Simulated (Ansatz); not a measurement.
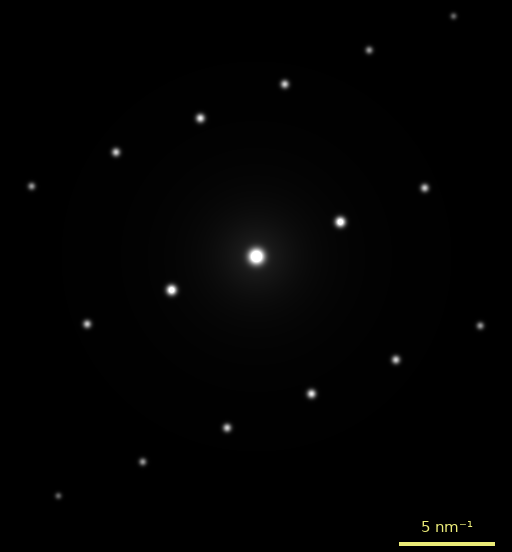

Computed electron diffraction pattern, 200 kV, single scattering only, B = 0.8 Å².

It belongs to Cu, space group Fm-3m (No. 225), a = 3.610 Å. Structure: the input geometry of an electronic-structure calculation (not necessarily at equilibrium).

Q: Measure the pattern against the scale bar and name the zone.

A: The spots form a rectangular net whose two shortest vectors correspond to d = 2.08 Å and 1.28 Å, 90.0° apart. They index as -1 1 1 and 0 -2 2, so the zone axis is [211] (or an equivalent direction of <211>).

Q: Which reflections of this zone are missing, and why?

A: The lattice centring (F) removes all reflections that break h + k = 2n, h + l = 2n.
